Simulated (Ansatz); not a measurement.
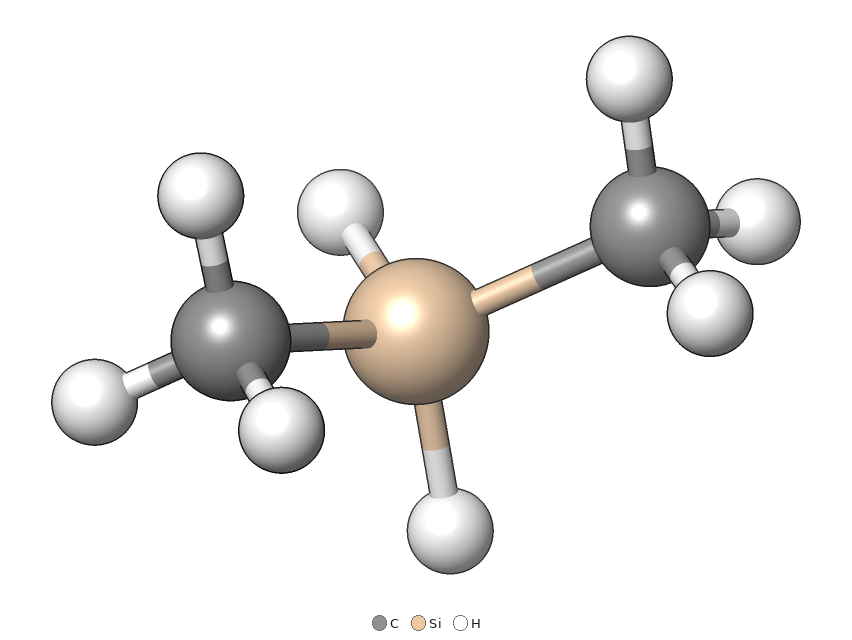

Rendered structure (ball-and-stick style).

Count the atoms of each element.

C2H8Si, 11 atoms: 2 carbon, 8 hydrogen and 1 silicon.

What is its SMILES?

C[SiH2]C

Name some functional groups or characteristic bonds that it holds.

Among them: Si–H bond.

Count the bonded pairs by element.

6 C–H, 2 C–Si, 2 Si–H.

How many atoms are distinct by symmetry?

5: 2 C, 1 Si, 2 H, 4 H, 2 H.

More results for the same structure follow; atom numbers are the same in all pictures, views and colours differ. Computed geometry: PBE0-D4/def2-TZVP optimisation.

**Geometry**

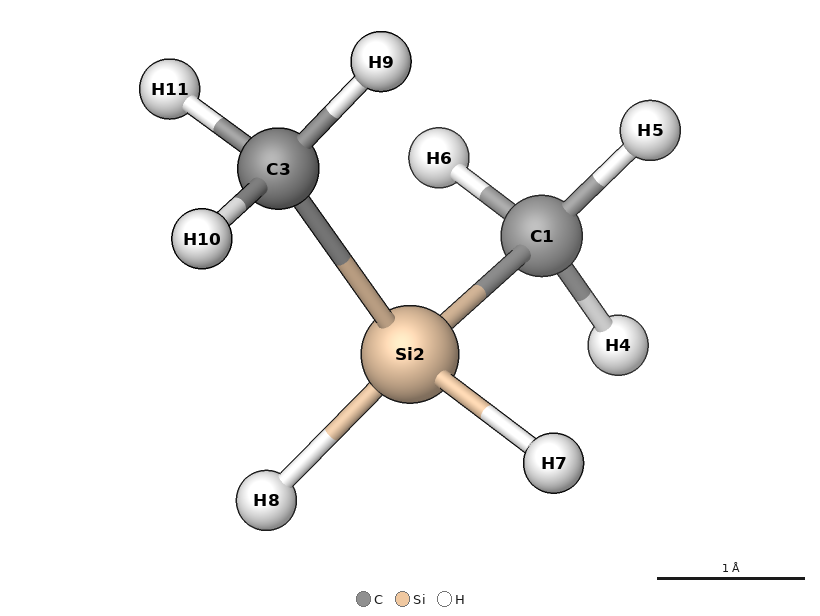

Numbered structure.

Estimate the angles C1–Si2–C3, C1–Si2–H7, Si2–C1–H4, Si2–C1–H5.

```tsv
angle	degrees
C1–Si2–C3	111.5
C1–Si2–H7	109.5
Si2–C1–H4	111.0
Si2–C1–H5	110.9
```

**Vibrations**

Harmonic vibrations computed with RKS PBE0-D4/def2-TZVP (Ansatz 0.2.0) at a stationary point of the same level.

List the wavenumbers.

27 modes: 155, 172, 207, 461, 578, 637, 662, 733, 856, 877, 888, 920, 957, 1274, 1279, 1445, 1448, 1454, 1459, 2198, 2201, 3050, 3050, 3132, 3133, 3137, 3137 cm⁻¹.

**Charges**

The questions are on Mulliken charges. Method: RKS PBE0-D4/def2-TZVP (Ansatz 0.2.0).

Which atom carries the highest charge (most positive or least negative)?

Si2 (0.24 e).

And the lowest?

C1, C3 (−0.50 e).

List the Mulliken charges.

```json
{"atom": "C1", "value (e)": "−0.50"}
{"atom": "Si2", "value (e)": "0.24"}
{"atom": "C3", "value (e)": "−0.50"}
{"atom": "H4", "value (e)": "0.14"}
{"atom": "H5", "value (e)": "0.14"}
{"atom": "H6", "value (e)": "0.14"}
{"atom": "H7", "value (e)": "−0.04"}
{"atom": "H8", "value (e)": "−0.04"}
{"atom": "H9", "value (e)": "0.14"}
{"atom": "H10", "value (e)": "0.14"}
{"atom": "H11", "value (e)": "0.14"}
```

**Levels of theory compared**

Program: Ansatz 0.2.0.

Compare HOMO energy (eV), dipole (D), HOMO–LUMO gap (eV) at these levels: B3LYP-D4/def2-TZVPP; PBE-D4/def2-TZVPP; r2SCAN-D4/def2-TZVPP; ωB97M-V/def2-TZVPP.

```csv
level,HOMO energy (eV),dipole (D),HOMO–LUMO gap (eV)
B3LYP-D4/def2-TZVPP,−8.59,0.78,9.36
PBE-D4/def2-TZVPP,−7.50,0.83,7.79
r2SCAN-D4/def2-TZVPP,−7.79,0.84,8.73
ωB97M-V/def2-TZVPP,−11.08,0.79,13.57
```

Mulliken values depend strongly on the basis set and can even reverse the polarity of a bond.
